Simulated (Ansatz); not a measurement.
Input file:

```
crystal:
  periodic: [false, false, false]
  atoms:
    - { symbol: "N", position_ang: [-0.6787, 0.7848, -1.4901] }
    - { symbol: Si, position_ang: [-0.38, 0.8287, 0.1637] }
    - { symbol: Si, position_ang: [0.5824, -1.0967, 0.9544] }
    - { symbol: H, position_ang: [-0.67461, -0.11167, -1.85545] }
    - { symbol: H, position_ang: [0.12804, 1.25663, -2.02163] }
    - { symbol: H, position_ang: [0.4634, 2.043, 0.4042] }
    - { symbol: H, position_ang: [1.9689, -1.3322, 0.3426] }
    - { symbol: H, position_ang: [-0.2288, -2.2469, 0.6812] }
    - { symbol: H, position_ang: [0.7958, -0.982, 2.4845] }
magnetization:
  spin_polarized: true
  initial_magnetization: 1
basis:
  gaussian: { orbitals: def2-mTZVP }
hamiltonian:
  xc: r2scan
  dispersion: d4
relax:
  f_tol: 0.015
  max_steps: 40
output:
  orbitals: {}
```

Run with:

```sh
ansatz run input.yaml --threads 2 --pin off --max-ram 3072MiB --backend cpu --events-out ev --progress --plain --runs-dir out
```

The fields are those of the run's last geometry, not of the input's.

Theory: Ansatz, UKS r2SCAN-D4/def2-mTZVP.

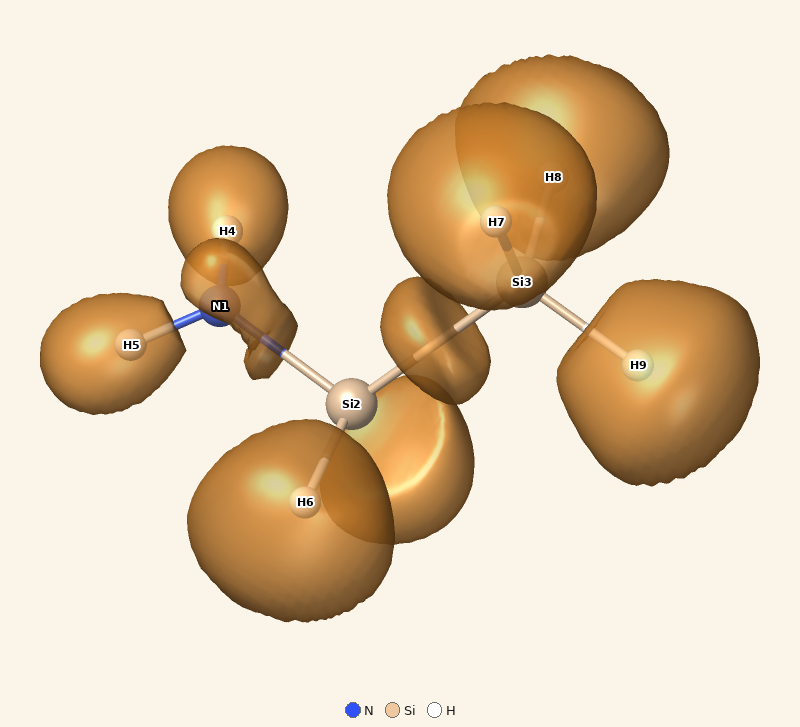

H6NSi2 (SMILES N[SiH][SiH3]) (doublet). Isosurface of the ELF at 0.85 (orange), seen at a tilt. Core shells and regions of very low density are left out.

**Identify the bonds, lone pairs and shells in this picture.**

The surface consists of one region between bonded Si–Si atoms (shared pairs), six regions around hydrogen nuclei, one region on N in which the atom's valence shell and bonds are merged and one lobe on Si, pointing away from the bonds (non-bonding electrons). Profiles from the grid: Si–N (1.74 Å): the ELF peaks at about 0.90 between the atoms; a shared but strongly polarised pair. Si–Si (2.34 Å): the ELF peaks at about 1 between the atoms: a covalent bond.
